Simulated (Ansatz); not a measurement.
bcc Na was calculated with LDA (PAW; Ansatz, a first-principles code).

Numerical settings: plane-wave cutoff 520 eV, 18×18×18 k mesh, Fermi–Dirac smearing 0.05 eV, scalar-relativistic PAW data made under PBE.

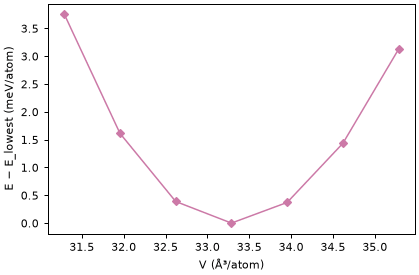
Total energy against volume

Problem. From the curve, estimate the equilibrium volume and the bulk modulus.

Solution. V0 ≈ 33.3 Å³/atom and B0 ≈ 9.1 GPa; the fit gives V0 = 33.284 Å³/atom, B0 = 9.14 GPa, B′ = 3.7.

Measured, for comparison: bulk modulus 7.9 GPa (0 K value with the zero-point phonon effect removed, our sources range from 7.63 to 7.91; as tabulated in Mejia-Rodriguez and Trickey (2018), arXiv:1807.09216); equilibrium volume per atom 37.42 Å³/atom (static lattice: zero-point anharmonic expansion removed; as tabulated in Mejia-Rodriguez and Trickey (2018), arXiv:1807.09216). Computed (rounded) less measured: bulk modulus +16 % (+16 % to +20 % over the range), equilibrium volume per atom -11.1 %.

The computed numbers hold no vibrational or temperature effects.

Cost on a shared machine: about 30 core-seconds (a rough figure).
